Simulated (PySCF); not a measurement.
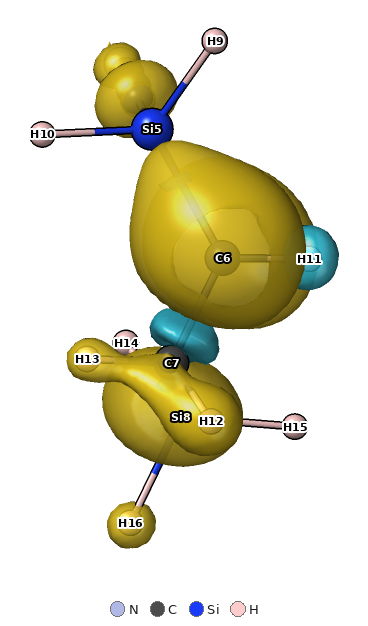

The picture shows: C$_{5}$H$_{8}$NSi$_{2}$ (SMILES N#CC#C[SiH2][CH]C[SiH3]) (doublet). Isosurfaces of the spin density (α minus β) at +0.015 (yellow) and −0.015 e/Å³ (cyan), seen at an oblique angle.

Geometry: GFN2-xTB.

The calculation used UKS B3LYP, pcH-1 on C H N Si, non-relativistic, mean-field spin-orbit, GIAO in PySCF 2.14.0, density-fitted response routines.

```yaml
atoms:
  - { symbol: N, position_ang: [3.4751, -1.3452, 3.1776] }
  - { symbol: C, position_ang: [3.0152, -0.9862, 2.1856] }
  - { symbol: C, position_ang: [2.4631, -0.5655, 1.0143] }
  - { symbol: C, position_ang: [1.9888, -0.2096, -0.0456] }
  - { symbol: Si, position_ang: [1.1060, 0.3986, -1.5724] }
  - { symbol: C, position_ang: [-0.5578, 1.0451, -1.0986] }
  - { symbol: C, position_ang: [-1.7358, 0.2159, -0.8872] }
  - { symbol: Si, position_ang: [-1.8880, -0.2648, 0.9887] }
  - { symbol: H, position_ang: [1.9447, 1.4639, -2.1278] }
  - { symbol: H, position_ang: [0.9983, -0.7758, -2.4472] }
  - { symbol: H, position_ang: [-0.6684, 2.0895, -0.8412] }
  - { symbol: H, position_ang: [-2.6562, 0.7444, -1.1424] }
  - { symbol: H, position_ang: [-1.6892, -0.7103, -1.4594] }
  - { symbol: H, position_ang: [-0.6967, -1.0215, 1.3593] }
  - { symbol: H, position_ang: [-2.0064, 0.9724, 1.7587] }
  - { symbol: H, position_ang: [-3.1002, -1.0740, 1.1264] }
```

Question: Which atoms carry the spin?

Answer: The unpaired spin (1 electron) lies mostly on C6 (about 0.6), Si5 (about 0.1), Si8 (about 0.1) and C7 (about 0.1), in electrons by Hirshfeld's partition.
